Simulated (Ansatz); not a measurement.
# Tc of Pt-Pd-Pt stack of (100) layers from its phonons

What Tc do the phonons of Pt-Pd-Pt stack of (100) layers give, and how does it depend on μ*? The cell shown first is a relaxed one, from steps not shown here.

Main program and level: Ansatz 0.2.0; DFT PBE, scalar-relativistic, plane waves, PAW; PAW set soft_1.

### Step 1. The cell after earlier relaxation steps

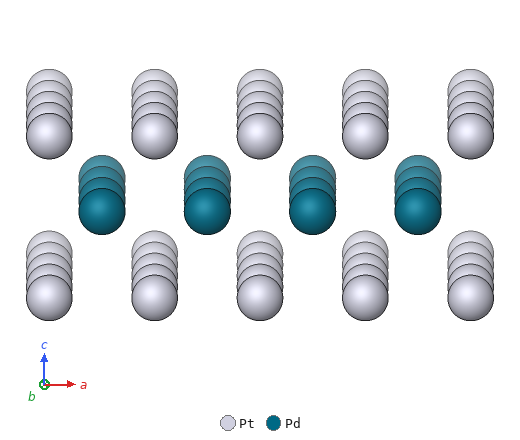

The cell as given, nearly edge on (platinum light grey, palladium blue). 4×4×1 cells are drawn. Some periodic images of atoms are drawn too.

The cell holds 3 atoms: 2 Pt and 1 Pd. Cell: a = 2.672 Å, b = 2.672 Å, c = 31.580 Å, α = 90.0°, β = 90.0°, γ = 90.0°. Vacuum lies along c.

### Step 2. Coupling and resistivity: q 4×4×1, k 12×12×1, scattering 16×16×1

The run that gives the couplings also evaluates McMillan's and Allen and Dynes's formulas and, where asked, the Eliashberg equations, over a range of μ*.

The input, input.yaml:

```yaml
crystal:
  lattice:
    - [2.6717298678, 0.0, 0.0]
    - [0.0, 2.6717298678, 0.0]
    - [0.0, 0.0, 31.5799999848]
  atoms:
    - { symbol: Pt, position: [0.0, 0.0, 0.1704207732] }
    - { symbol: Pd, position: [0.5, 0.5, 0.2357504751] }
    - { symbol: Pt, position: [0.0, 0.0, 0.301080177] }
  periodic: [true, true, false]
kpoints:
  mp_grid: { grid: [12, 12, 1] }
hamiltonian:
  xc: pbe
  pseudopotentials: { kind: paw, azcp: { folder: soft_1 } }
scf:
  occupations: { method: methfessel_paxton, width: 0.2 }
output:
  eigenvalues: true
phonons:
  method: dfpt
  qmesh: [4, 4, 1]
  temperatures: { t_max: 1000, t_step: 50 }
  qpath:
    path: [[0.0, 0.0, 0.0], [0.0, 0.5, 0.0], [0.5, 0.5, 0.0], [0.0, 0.0, 0.0]]
    npoints: 10
  electrical_resistivity:
    mesh: [16, 16, 1]
    temperatures: [20.0, 50.0, 77.0, 100.0, 150.0, 200.0, 300.0, 400.0, 600.0, 800.0]
  superconductivity: { mesh: [16, 16, 1] }
```

On the command line:

```bash
ansatz run input.yaml --threads 4 --pin off --max-ram 12288MiB --backend cpu --events-out ev --progress --plain --runs-dir out
```

Numbers of over 12 decimals in the logs are rounded to 6 here.

The program printed:

```text
Warning: crystal.symmetry: narrowed to the stabiliser of the run's FFT grids — unitary ops 16 → 8. A phonons.method: dfpt run fills in the rows of the dynamical matrix that it does not solve by its symmetry operations, which is exact only for operations that map its FFT grids onto themselves: filled in by any other, the frequencies could depend on the order in which like atoms are typed, or, by more than the grids' own error, on where the crystal sits among the grids' points. Excluded: 8 operations. The run can therefore solve more perturbations, solve them on more k-points, or both, and cost more. [rest of the remark cut]
Engine: ansatz 0.2.0, aarch64-unknown-linux-gnu
Pseudopotentials: kind: paw
Pseudopotential: Pt, paw, valence charge 18, recommended cutoff 420 eV (normal), soft_1/Pt.paw.azcp
Pseudopotential: Pd, paw, valence charge 18, recommended cutoff 420 eV (normal), soft_1/Pd.paw.azcp
Functional definition: PBE
  parameter kappa = 0.804
  parameter beta = 0.066725
  exchange = pbe_x(kappa = kappa, mu = beta*pi^2/3)
  correlation = pbe_c(beta = beta)
Crystal: 3 atoms, lattice volume = 225.422 Å³
Basis set: ecut = 420 eV, 4421 PW (Γ), exchange–correlation on 36×36×432 points (8 copies of the dense FFT grid, shifted against one another)
Bands: 33, of which v1, the nominal top of the filled ones, is band 27 counted from 1 (26 counted from 0)
Symmetry: 16 space group operations
k-points: 28 of 144 (irreducible under 8 space group operations)
Non-local potential: Pt, projectors of the file, l = 0: 3, l = 1: 2, l = 2: 2, l = 3: 1
Non-local potential: Pd, projectors of the file, l = 0: 2, l = 1: 2, l = 2: 2, l = 3: 1
PAW form: soft (Blöchl's): semilocal exchange-correlation on the pseudo side does not see the compensation charge
PAW one-centre angular grid: Pt, 590 points (default); XC on 64 Gauss nodes
PAW one-centre angular grid: Pd, 590 points (default); XC on 64 Gauss nodes
Initial density: superposition of atomic densities (neutral atoms: chi_scale 0, normalization atom)
Initial wavefunctions: pseudopotential atomic-orbital guess
Functional: x = pbe(κ = 0.804, μ = 0.219515), c = pbe(β = 0.066725)
SCF iter   1: F=—  HF=-32024.591842 eV  |F-HF|=—  |Δ(HF+E_count)|=         —  Δρ=9.73e-2  dr2=5.07e1  ethr=3.10e-3  ⟨swp⟩=13.2  Hψ=6700  notcnv=0
preconditioner: auto → LDOS  [metal: Δε(μ)=0.004 eV  Ē_g=7.082 eV  σ=0.200 eV  W_gap=0.02  n_scr=20 (ndim 8)  ℏωp=13.5 eV  f_vac=0.745  D(μ)=6.24/eV (n_scr^D=22)  β→1.0]
SCF iter   2: F=—  HF=-32021.905376 eV  |F-HF|=—  |Δ(HF+E_count)|=    2.69e0  S|Δr|=    0.00e0  Δρ=4.90e-2  dr2=1.08e1  ethr=3.10e-3  ⟨swp⟩=3.7  Hψ=2689  notcnv=0  defer=17
SCF iter   3: F=—  HF=-32021.328712 eV  |F-HF|=—  |Δ(HF+E_count)|=   5.77e-1  S|Δr|=    0.00e0  Δρ=3.68e-2  dr2=4.53e0  ethr=3.10e-3  ⟨swp⟩=4.0  Hψ=2732  notcnv=0  defer=21
SCF iter   4: F=—  HF=-32020.787064 eV  |F-HF|=—  |Δ(HF+E_count)|=   5.42e-1  S|Δr|=    0.00e0  Δρ=7.64e-3  dr2=3.46e-1  ethr=3.10e-3  ⟨swp⟩=2.8  Hψ=2026  notcnv=0  defer=20
SCF iter   5: F=—  HF=-32020.769020 eV  |F-HF|=—  |Δ(HF+E_count)|=   1.80e-2  S|Δr|=    0.00e0  Δρ=3.57e-3  dr2=1.64e-2  ethr=6.41e-4  ⟨swp⟩=2.8  Hψ=1846  notcnv=0  defer=19
SCF iter   6: F=—  HF=-32020.767896 eV  |F-HF|=—  |Δ(HF+E_count)|=   1.12e-3  S|Δr|=    0.00e0  Δρ=6.53e-4  dr2=7.72e-4  ethr=3.05e-5  ⟨swp⟩=4.2  Hψ=2231  notcnv=0  defer=19
SCF iter   7: F=—  HF=-32020.768110 eV  |F-HF|=—  |Δ(HF+E_count)|=   2.14e-4  S|Δr|=    0.00e0  Δρ=2.01e-4  dr2=4.35e-5  ethr=1.43e-6  ⟨swp⟩=3.4  Hψ=2007  notcnv=0  defer=19
SCF iter   8: F=—  HF=-32020.768253 eV  |F-HF|=—  |Δ(HF+E_count)|=   1.43e-4  S|Δr|=    0.00e0  Δρ=5.91e-5  dr2=8.23e-6  ethr=8.06e-8  ⟨swp⟩=3.7  Hψ=2178  notcnv=0  defer=19
SCF iter   9: F=—  HF=-32020.768255 eV  |F-HF|=—  |Δ(HF+E_count)|=   1.93e-6  S|Δr|=    0.00e0  Δρ=2.19e-5  dr2=8.11e-7  ethr=1.52e-8  ⟨swp⟩=3.4  Hψ=2005  notcnv=0  defer=19
[...]
sheet resistance at 400 K: 219.5 Ω
  mean free path at 400 K (of a tensor half of its trace): 3.10 nm by what each carries, 2.38 by the Fermi surface alone
  Hall coefficient in a weak field at 400 K (along the normal): -5.076e-11 m³/C (how far it moves between the two finest meshes is not known); by each state's relaxation time: -6.779e-11 m³/C; by a constant relaxation time: -3.057e-10 m³/C
  sheet resistance at 600 K: 318.6 Ω
  mean free path at 600 K (of a tensor half of its trace): 2.16 nm by what each carries, 1.64 by the Fermi surface alone
  Hall coefficient in a weak field at 600 K (along the normal): -6.626e-11 m³/C (how far it moves between the two finest meshes is not known); by each state's relaxation time: -7.776e-11 m³/C; by a constant relaxation time: -3.094e-10 m³/C
  sheet resistance at 800 K: 409.2 Ω
  mean free path at 800 K (of a tensor half of its trace): 1.79 nm by what each carries, 1.28 by the Fermi surface alone
  Hall coefficient in a weak field at 800 K (along the normal): -1.016e-10 m³/C (how far it moves between the two finest meshes is not known); by each state's relaxation time: -1.010e-10 m³/C; by a constant relaxation time: -3.144e-10 m³/C
  the resistivity times a path that all electrons share, by the Fermi surface of the deck's mesh alone (half of the trace): 1.650e-15 Ω·m²
  not converged in the mesh (λ; λ_tr; the resistivity at 20 K by 17.99 %; the resistivity at 50 K by 30.28 %; the resistivity at 77 K by 31.71 %; the resistivity at 100 K by 31.75 %; the resistivity at 150 K by 30.65 %; the resistivity at 200 K by 29.02 %; the resistivity at 300 K by 24.59 %; the resistivity at 400 K by 19.82 %; the resistivity at 600 K by 12.89 %; the resistivity at 800 K by 9.02 %): between neighbo [...]
  vibrations of 16 cells: unjudged by the run; compare a larger repeat
  the changes of the potential over all sites missed a rigid shift's by 0.39 % (the site terms' by 0.01 %)
--- Superconductivity: potentials and phonons of a 4×4×1 supercell ---
           mesh         λ    ħω_log (meV)  μ* declared at (meV)
        16×16×1    0.6905           8.187               10.737
          8×8×1    0.9559           8.013               10.693
          4×4×1    0.2856           7.986                9.510
  λ by the species' shares of the modes' patterns: Pt 0.6001, Pd 0.0904
  with the Fermi level up to 30.3 meV (the hardest mode) off, states and modes as they are: density of states 2.9294 to 3.5010 /eV of one spin and cell, λ 0.5927 to 0.6913
  transition temperature on the deck's mesh (K), isotropic and anisotropic, restricted to the Fermi surface (FSR) and over the full bandwidth (FBW), and the last with the density of states resolved in a narrower window:
        μ*   McMillan   Allen–Dynes      iso. FSR      iso. FBW    aniso. FSR    aniso. FBW  narrow window
      0.08      3.747         3.910         3.662         3.637         4.612         4.635          4.617
      0.10      3.196         3.322         3.029         3.011         3.979         4.009          3.996
      0.12      2.678         2.774         2.461         2.443         3.402         3.431          3.423
      0.13      2.434         2.517         2.202         2.182         3.134         3.160          3.155
      0.14      2.199         2.271         1.960         1.936         2.880         2.902          2.901
      0.16      1.762         1.815         1.526         1.493         2.414         2.424          2.430
      0.20      1.030         1.057         0.850         0.801         1.642         1.625          1.643
  isotope coefficients −∂ln Tc/∂ln M under μ* = 0.13, the force constants as they are, of the isotropic transitions restricted to the Fermi surface and over the full bandwidth: Pt 0.380 and 0.376, Pd 0.024 and 0.024
  gaps at the Fermi level over the full bandwidth under μ* = 0.1, 1.002 K: 0.161 to 1.068 meV
  gaps at the Fermi level over the full bandwidth under μ* = 0.13, 0.790 K: 0.080 to 0.852 meV
  gaps at the Fermi level over the full bandwidth under μ* = 0.16, 0.606 K: 0.021 to 0.661 meV
  not converged in the mesh (λ, the transition temperature): between neighbouring meshes, the two finest first, λ moves by 38.43 % and 70.12 % and the anisotropic transition temperature over the full bandwidth at μ* = 0.13 by 92.59 % and 58.35 %; converged means that the two finest part by at most 2.00 % and 5.00 %
  vibrations of 16 cells: unjudged by the run; compare a larger repeat
  the changes of the potential over all sites missed a rigid shift's by 0.39 % (the site terms' by 0.01 %)
[key lines of the parts left out:]
SCF converged after 14 iterations
Free energy (F): -32020.768443 eV
Fermi energy:    -5.721192 eV
```

Run time: 15 min. Hardware: 4 threads of Arm Neoverse V1, shared host; peak memory 2.5 GiB.

Reading the cycles: dr2 is the Hartree energy of the density residual (eV), the measure of convergence; HF is the Harris–Foulkes estimate of the energy, which meets the free energy F at convergence.

This step gave:

* metallic on mesh: yes
* gap on the k-mesh: 0 eV
* zero point energy: 0.06526 eV/cell
* share of imaginary modes in the plain interpolation between solved wavevectors: 0
* highest frequency, solved or plainly interpolated: 244.1 cm⁻¹
* cell height: 31.58 Å
* sheet resistance 300K: 167.6 Ω/square, mean in the plane
* resistivity at 300 K: 52.93 μΩ cm, mean of the axes, of the whole cell with its vacuum
* coupling constant λ: 0.6905
* density of states at the Fermi level: 3.499 states/eV a spin and cell
* log mean phonon energy ħω_log: 8.187 meV
* transport coupling constant λ_tr: 0.9597, 0.9597, 0 (xx, yy, zz)
* Drude plasma energy: 3.931, 3.931, 0 eV (xx, yy, zz), of the whole cell with its vacuum
* second-moment phonon energy ħω₂: 10.74 meV

Transition temperatures:

```csv
μ*,McMillan Tc (K),Allen–Dynes Tc (K),isotropic Fermi-surface Tc (K),isotropic full bandwidth Tc (K),anisotropic Fermi-surface Tc (K),anisotropic full bandwidth Tc (K),anisotropic narrow window Tc (K)
0.08,3.75,3.91,3.66,3.64,4.61,4.63,4.62
0.1,3.2,3.32,3.03,3.01,3.98,4.01,4
0.12,2.68,2.77,2.46,2.44,3.4,3.43,3.42
0.13,2.43,2.52,2.2,2.18,3.13,3.16,3.16
0.14,2.2,2.27,1.96,1.94,2.88,2.9,2.9
0.16,1.76,1.82,1.53,1.49,2.41,2.42,2.43
0.2,1.03,1.06,0.85,0.801,1.64,1.63,1.64
```

The Eliashberg function α²F has structure finer than the step of the table below, so its rows give means over 2 meV, whole bins alone (the curve runs from 0.118 to 30.1 meV). Peaks (meV: height): α²F 6.0: 0.526, 8.2: 0.528, 9.8: 0.648, 13.6: 0.254, 22.1: 0.132; α²F tr 8.2: 0.779, 9.8: 1.54, 13.6: 0.638, 22.1: 0.337.

Table of Eliashberg function α²F by phonon energy; means over each step:

```csv
phonon energy (meV),α²F,α²F tr
2,0.0129,0.00788
4,0.0393,0.0269
6,0.259,0.218
8,0.331,0.466
10,0.252,0.502
12,0.100,0.192
14,0.175,0.354
16,0.143,0.214
18,0.120,0.154
20,0.0606,0.129
22,0.0789,0.212
24,0.0234,0.0397
26,0.0181,0.0246
28,0.0214,0.0324
```

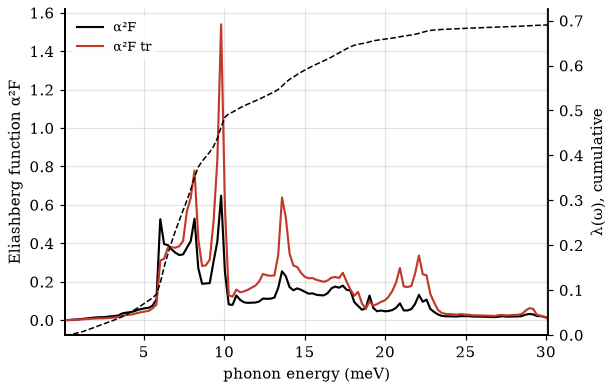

Eliashberg function α²F against phonon energy. The dashed line is the running λ.

The Eliashberg function α²F has structure finer than the step of the table below, so its rows give means over 2 meV, whole bins alone (the curve runs from 0.118 to 30.1 meV). Peaks (meV: height): α²F 6.0: 0.526, 8.2: 0.528, 9.8: 0.648, 13.6: 0.254, 22.1: 0.132; Pt 6.0: 0.515, 8.2: 0.503, 9.8: 0.641, 13.6: 0.178; Pd 8.2: 0.0254, 13.6: 0.0761, 14.8: 0.0561, 20.9: 0.0553, 22.1: 0.0936, 22.6: 0.0813, 29.0: 0.0308.

Eliashberg function α²F against phonon energy; means over each step:

| phonon energy (meV) | α²F | Pt | Pd |
| --- | --- | --- | --- |
| 2 | 0.0129 | 0.0102 | 0.00271 |
| 4 | 0.0393 | 0.0321 | 0.00722 |
| 6 | 0.259 | 0.248 | 0.0113 |
| 8 | 0.331 | 0.314 | 0.0170 |
| 10 | 0.252 | 0.246 | 0.00657 |
| 12 | 0.100 | 0.0942 | 0.00598 |
| 14 | 0.175 | 0.125 | 0.0500 |
| 16 | 0.143 | 0.105 | 0.0381 |
| 18 | 0.120 | 0.0975 | 0.0221 |
| 20 | 0.0606 | 0.0286 | 0.0321 |
| 22 | 0.0789 | 0.0224 | 0.0565 |
| 24 | 0.0234 | 0.00274 | 0.0206 |
| 26 | 0.0181 | 0.00109 | 0.0170 |
| 28 | 0.0214 | 9.6e-4 | 0.0204 |

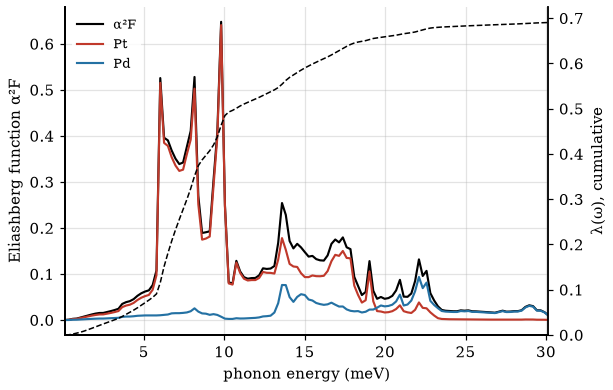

Eliashberg function α²F against phonon energy. The dashed line is the running λ.

Anisotropic full-bandwidth solution, weighted at the Fermi level. Gaps:

```csv
mu*,T (K),mean gap (meV),5 % (meV),95 % (meV),mean Z
0.1,1,0.547,0.395,0.832,1.64
0.1,2,0.515,0.371,0.783,1.64
0.1,3.01,0.409,0.293,0.619,1.65
0.1,3.61,0.275,0.193,0.414,1.65
0.13,0.79,0.416,0.284,0.656,1.65
0.13,1.58,0.39,0.261,0.615,1.65
0.13,2.37,0.308,0.201,0.484,1.65
0.13,2.84,0.206,0.132,0.323,1.65
0.16,0.606,0.306,0.187,0.503,1.65
0.16,1.21,0.286,0.17,0.47,1.65
0.16,1.82,0.225,0.13,0.368,1.65
0.16,2.18,0.15,0.085,0.245,1.65
```

The dTc/da2F by phonon energy:

| phonon energy (meV) | dTc/da2F (K/meV) |
| --- | --- |
| 2 | 4.79 |
| 4 | 3.88 |
| 6 | 3.13 |
| 8 | 2.59 |
| 10 | 2.19 |
| 12 | 1.88 |
| 14 | 1.65 |
| 16 | 1.46 |
| 18 | 1.30 |
| 20 | 1.17 |
| 22 | 1.06 |
| 24 | 0.969 |
| 26 | 0.889 |
| 28 | 0.818 |
| 30 | 0.757 |

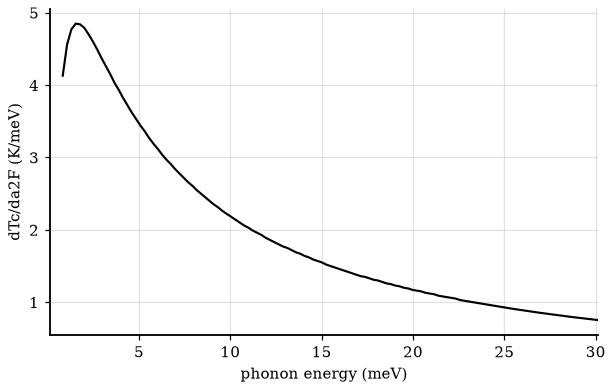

dTc/da2F, plotted against phonon energy.

Table of share of the Fermi-level states by lambda of a state:

| lambda of a state | share of the Fermi-level states |
| --- | --- |
| 0.315 | 0.0024 |
| 0.389 | 0.008 |
| 0.464 | 0.206 |
| 0.538 | 0.163 |
| 0.613 | 0.191 |
| 0.687 | 0.223 |
| 0.762 | 0.0095 |
| 0.836 | 0.0237 |
| 0.911 | 0 |
| 0.985 | 0.0593 |
| 1.060 | 0.0097 |
| 1.130 | 0.0213 |
| 1.210 | 0.0427 |
| 1.280 | 7.0e-4 |
| 1.360 | 0.0077 |
| 1.430 | 6.0e-4 |
| 1.510 | 0 |
| 1.580 | 0 |
| 1.660 | 0.0281 |
| 1.730 | 0 |
| 1.810 | 0 |
| 1.880 | 0 |
| 1.950 | 0 |
| 2.030 | 0.0042 |

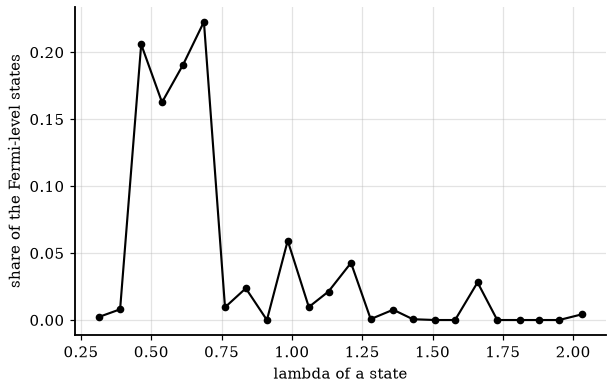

Share of the Fermi-level states, plotted against lambda of a state.

### Step 3. What came out

```yaml
meshes: q 4×4×1, k 12×12×1, scattering 16×16×1
coupling_constant_lambda: 0.691
log_mean_phonon_energy_omega_log: 8.19 meV
allen_dynes_tc_at_mu_star_0p1: 3.32 K
allen_dynes_tc_at_mu_star_0p13: 2.52 K
anisotropic_eliashberg_tc_at_mu_star_0p1: 4.01 K
anisotropic_eliashberg_tc_at_mu_star_0p13: 3.16 K
```

What this shows: In the last run (PBE, q 4×4×1, k 12×12×1, scattering 16×16×1), with λ = 0.69 and ħω_log = 8.19 meV, Tc at μ* = 0.13 is 2.4 K by McMillan's formula, 2.5 K by Allen and Dynes's and 3.2 K by the anisotropic Eliashberg equations. Raising μ* from 0.10 to 0.16 lowers the Allen–Dynes value from 3.3 to 1.8 K. The mean gap at a quarter of Tc gives 2Δ/k_B Tc = 3.06, against 3.53 in weak-coupling theory. The gap spreads from 0.28 to 0.66 meV over nine tenths of the Fermi surface. By the run's own test λ is not converged in the fine mesh: it moves by 38 % between the two finest. The run's transport test calls it not converged in the mesh; ρ(300 K) moves by 25 % in the component that moves most. In 1 of the runs shown, the last among them, the self-energy step met imaginary modes and the program fell back to plain Fourier phonons, a sign of a lattice near an instability that the q mesh may not hold. No spin–orbit coupling, which matters for Pt. The structure is a hand-built model. μ* is a typed number, phonons are harmonic, and spin fluctuations are left out; at μ* = 0.13 McMillan's formula turns 1 % in λ into about 3.0 % in Tc.

[Logs are printed without paths, hosts, clocks, repeated set-up lines and the standing remarks that a program may print on its own settings, such as how far it seeks lower states.]

[Hosts, paths, dates, database ids (printed as entryN), source tags and the programs' standing remarks are cut or masked in the printed files.]
